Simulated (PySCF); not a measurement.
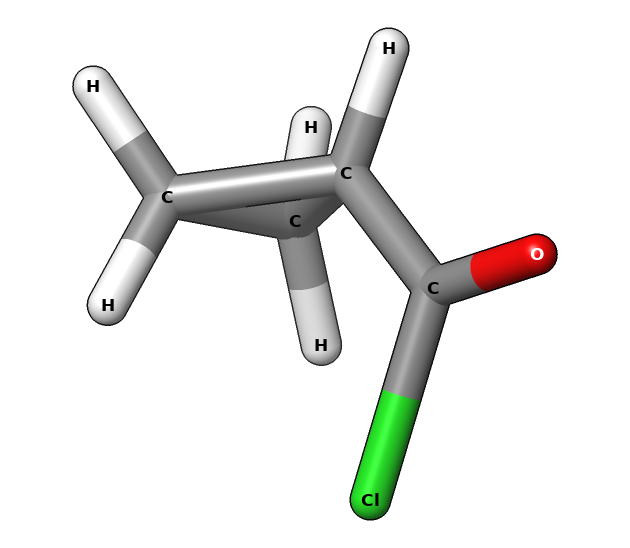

A stick model of a molecule.

Question: Count the atoms of each element.

Answer: C4H5ClO, 11 atoms: 4 carbon, 5 hydrogen, 1 chlorine and 1 oxygen.

Question: How many bonds of each kind are drawn?

Answer: 5 C–H, 4 C–C, 1 C–O, 1 C–Cl.

More results for the same structure follow; atom numbers are the same in all pictures, views and colours differ. The computed structure is the end point of a PBE0-D3(BJ)/def2-TZVP optimisation. No frequency run is at hand to confirm it as a minimum.

Symmetry

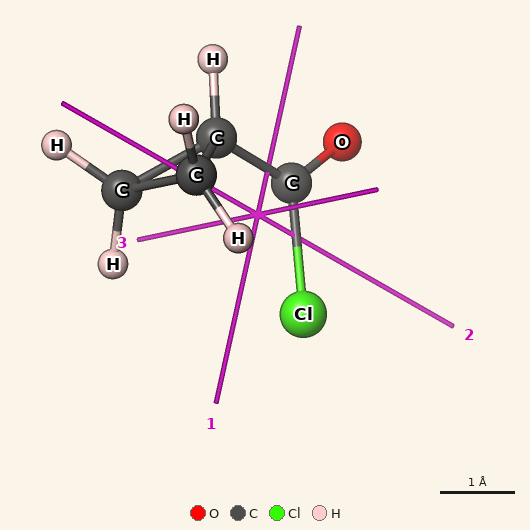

The three principal axes of inertia are drawn and numbered. Distant atoms are faded towards the background colour. No frequency run is at hand to confirm it as a minimum. Masses are those of the most abundant isotopes; constants are for the rigid equilibrium geometry.

Question: Which line is the a axis (least moment of inertia), which b and which c?

Answer: a is line 2, b is line 1, c is line 3; the moments are 114, 203, 279 u Å².

Question: Classify the rotor and give the rotational constants (GHz).

Answer: An asymmetric top (Cs): A = 4.42, B = 2.48, C = 1.81 GHz. Ray's parameter κ is −0.48, nearer the prolate limit.

Dipole moment

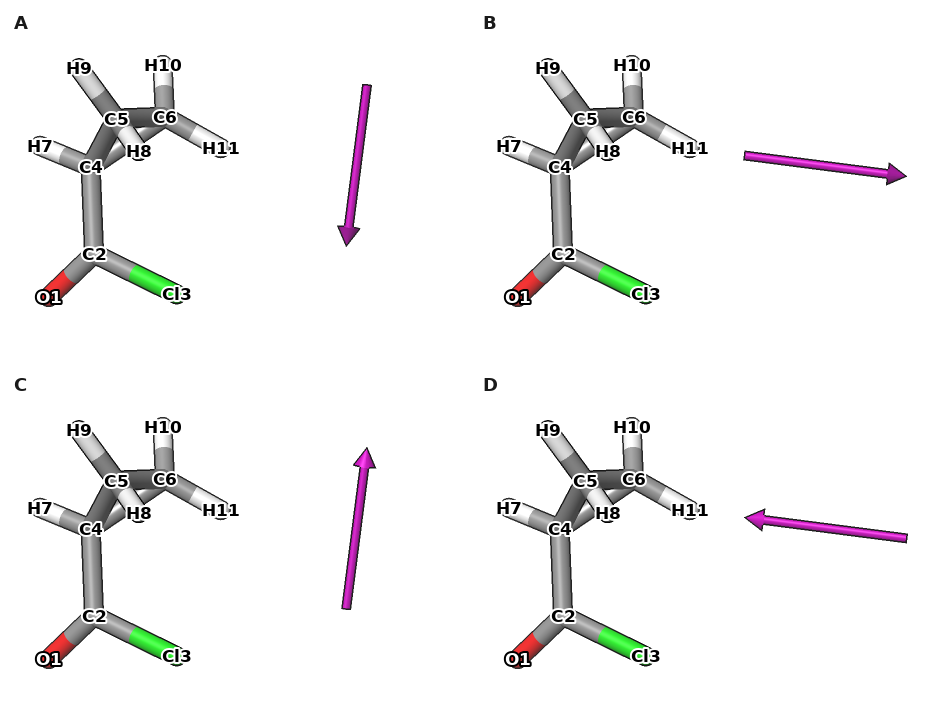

The same molecule four times, each with an arrow. No frequency run is at hand to confirm it as a minimum. Properties computed with PBE0/pcSseg-2, gas phase (PySCF 2.14.0).

Question: Which arrow points along the dipole moment, from the negative to the positive end?

Answer: C. The dipole moment is 3.54 D; it points from the side of O1 to the side of H9, H10 (the outermost atoms at the two ends).

Ring current

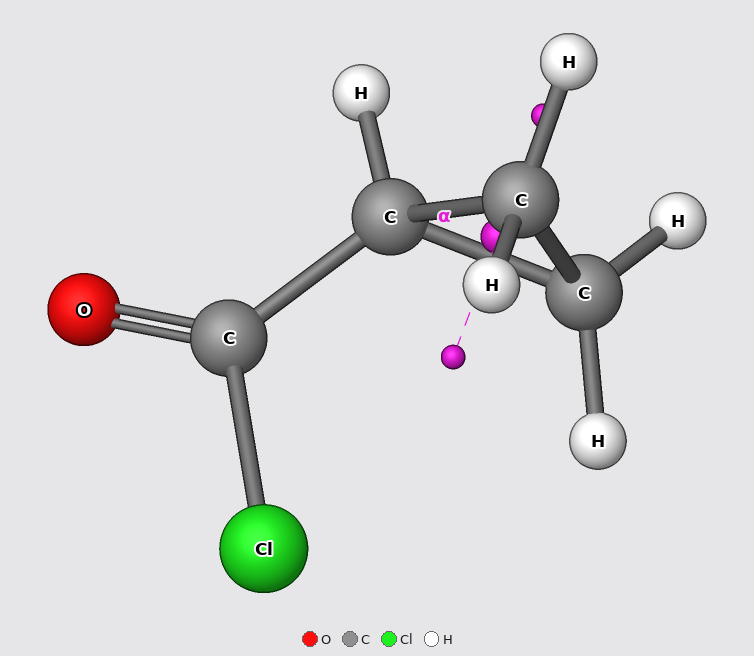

The small points mark where nucleus-independent chemical shifts (NICS) were computed: at the centre of each lettered ring and 1 Å above and below it. No frequency run is at hand to confirm it as a minimum. Properties computed with GIAO WP04/pcSseg-2 NMR shielding, non-relativistic, IEF-PCM chloroform (PySCF 2.14.0).

Give NICS(0), NICS(1) and the out-of-plane component NICS(1)zz for each ring (means of the two sides).

| ring | members | NICS(0) | NICS(1) | NICS(1)zz |
| --- | --- | --- | --- | --- |
| α | C3 | −42.9 | −8.9 | −26.6 |

Values in ppm.

Charges

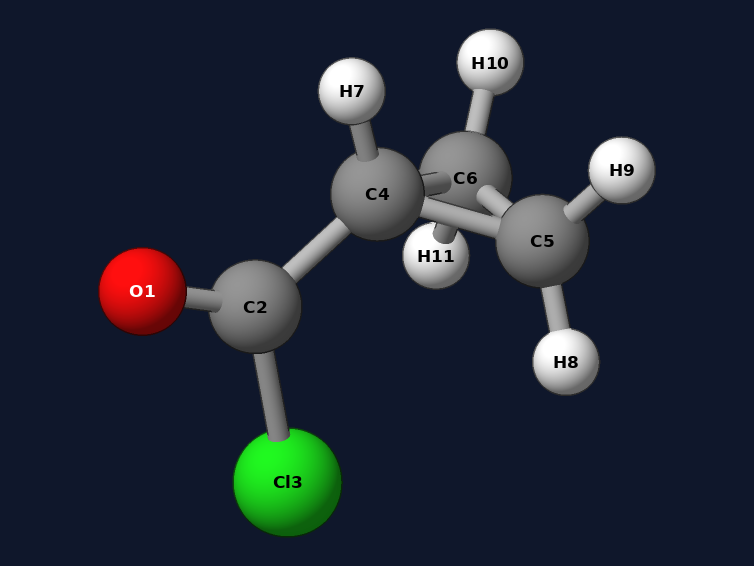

The questions are on Mulliken charges. No frequency run is at hand to confirm it as a minimum. Level of theory: PBE0/pcSseg-2, gas phase (PySCF 2.14.0).

Question: Which atom carries the highest charge (most positive or least negative)?

Answer: C2 (0.35 e).

Question: And the lowest?

Answer: O1 (−0.30 e).

List the Mulliken charges.

| atom | value (e) |
| --- | --- |
| O1 | −0.30 |
| C2 | 0.35 |
| Cl3 | −0.17 |
| C4 | −0.15 |
| C5 | −0.09 |
| C6 | −0.09 |
| H7 | 0.09 |
| H8 | 0.09 |
| H9 | 0.09 |
| H10 | 0.09 |
| H11 | 0.09 |

Mulliken values depend strongly on the basis set and can even reverse the polarity of a bond.
